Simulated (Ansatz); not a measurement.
**C₃H₃F₅: density, localisation and related maps**

```yaml
atoms:
  - { symbol: F, position_ang: [-1.4736, -0.0232, -1.8972] }
  - { symbol: C, position_ang: [-1.0359, 0.3409, -0.6659] }
  - { symbol: F, position_ang: [-2.0230, 0.0602, 0.2150] }
  - { symbol: C, position_ang: [0.2077, -0.4544, -0.3461] }
  - { symbol: C, position_ang: [0.9220, 0.0021, 0.9006] }
  - { symbol: F, position_ang: [1.2391, 1.3047, 0.8313] }
  - { symbol: F, position_ang: [2.0632, -0.6779, 1.0591] }
  - { symbol: F, position_ang: [0.1946, -0.1717, 2.0045] }
  - { symbol: H, position_ang: [-0.8767, 1.4232, -0.6664] }
  - { symbol: H, position_ang: [-0.0580, -1.5070, -0.2361] }
  - { symbol: H, position_ang: [0.9060, -0.3539, -1.1783] }
```

Geometry: PBE0-D4/def2-TZVP.

These are results of RKS PBE0-D4/def2-TZVPP in Ansatz 0.2.0, not measurements.

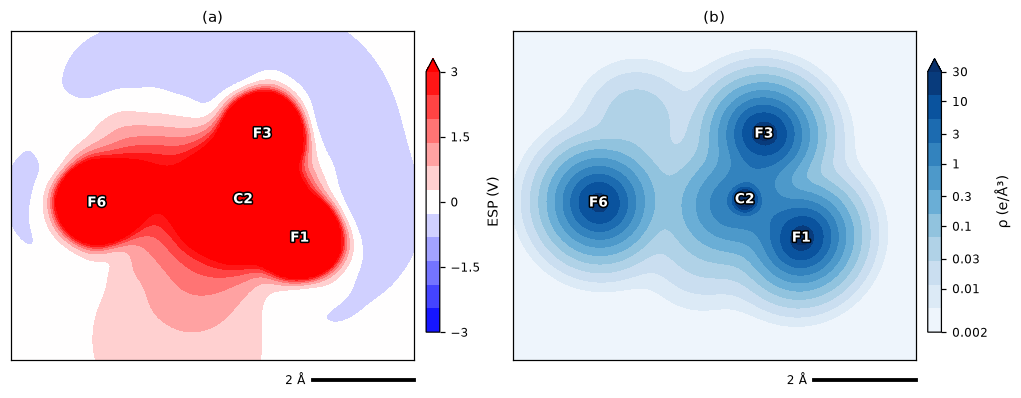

Figure 1. (a) molecular electrostatic potential; (b) total electron density on the plane of atoms F1, C2 and F3.

### Interpret the plot.

The plane passes through F and C nuclei.
C–F (1.36 Å): ρ is about 2.3 e/Å³ halfway, with its minimum of 1.8 e/Å³ about 0.5 Å from C.
Outside the dense part of the molecule the potential is most negative (−0.6 V) near F3.

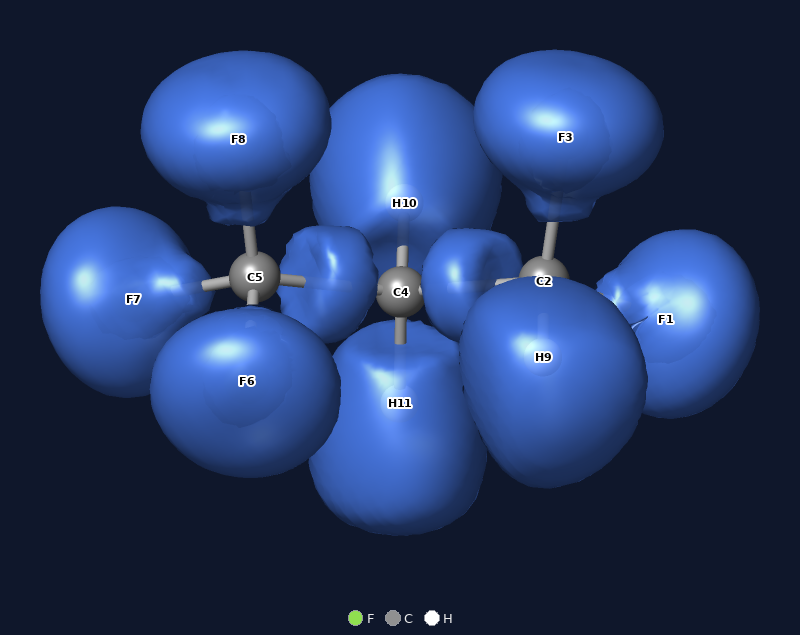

Figure 2. Isosurface of the electron localisation function at 0.75 (blue), seen from one side. Only the valence region is drawn (cores and ρ < 0.01 e/Å³ removed).

### What do the ELF domains correspond to?

At this value the surface marks out two regions between bonded C–C atoms (shared pairs), three regions around hydrogen nuclei and five regions on F in which the atom's valence shell and bonds are merged.


C–F (1.33 Å): the ELF peaks at about 0.85 between the atoms (a polar covalent bond). C–C (1.51 Å): the ELF peaks at about 1 between the atoms (a covalent bond).

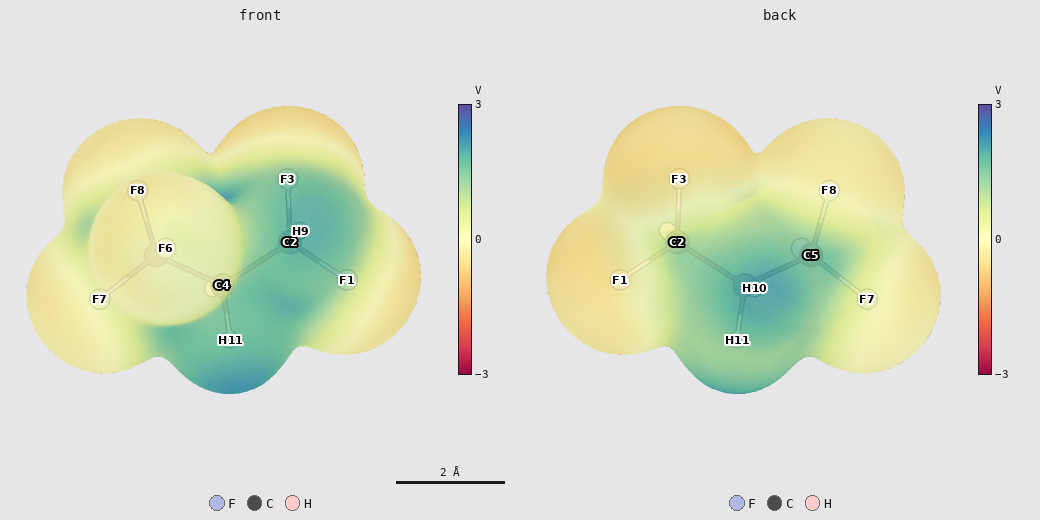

Figure 3. The molecular electrostatic potential painted on the density surface at 0.004 e/bohr³, seen from the front and from behind; the colour scale runs from red (negative) to blue (positive).

### Which sites attract a positive test charge, and which a negative one?

A positive charge is drawn to the negative regions and a negative charge to the positive ones. The most negative region (about −0.6 V) lies over F1 and F3, the most positive (about +2.1 V) over C2, H10 and H11.
